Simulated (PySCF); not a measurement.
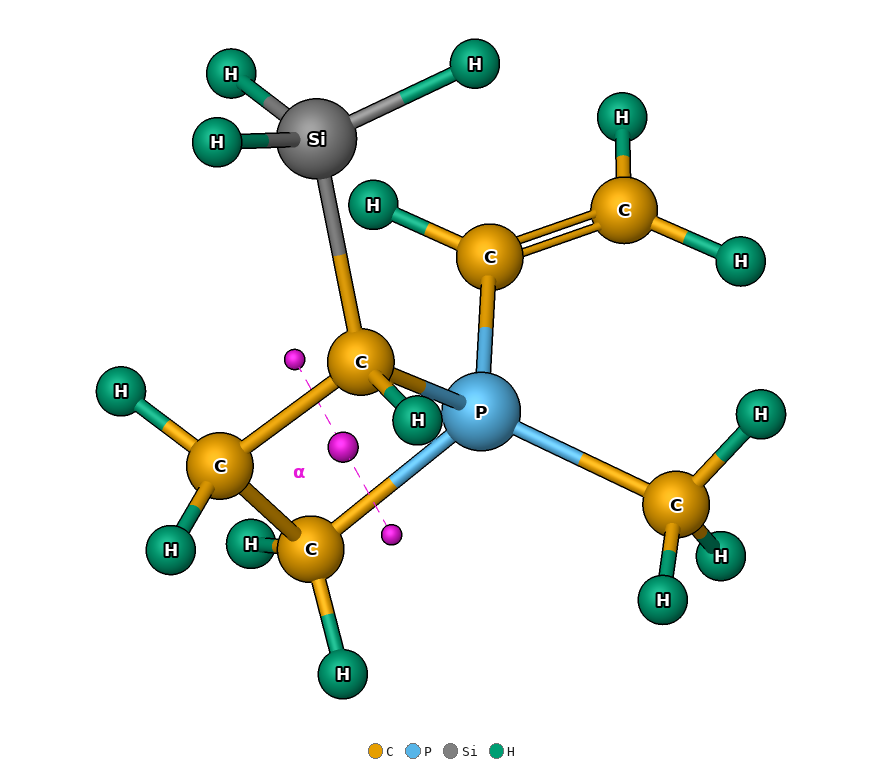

The small points mark where nucleus-independent chemical shifts (NICS) were computed: at the centre of each lettered ring and 1 Å above and below it. The species has charge +1 and is a spin singlet. The geometry was computed by an optimisation with GFN2-xTB. No frequency run is at hand to confirm it as a minimum. Properties computed with GIAO PBE0/pcSseg-1 NMR shielding, non-relativistic, gas phase (PySCF 2.14.0).

Give NICS(0), NICS(1) and the out-of-plane component NICS(1)zz for each ring (means of the two sides).

```csv
ring,members,NICS(0),NICS(1),NICS(1)zz
α,C3P,0.5,−0.2,5.7
```

Values in ppm.

The geometry is semi-empirical. Around P, Si such bond lengths and angles can be off by a tenth of an ångström or more and by several degrees, and values that hang on the shape move with them.
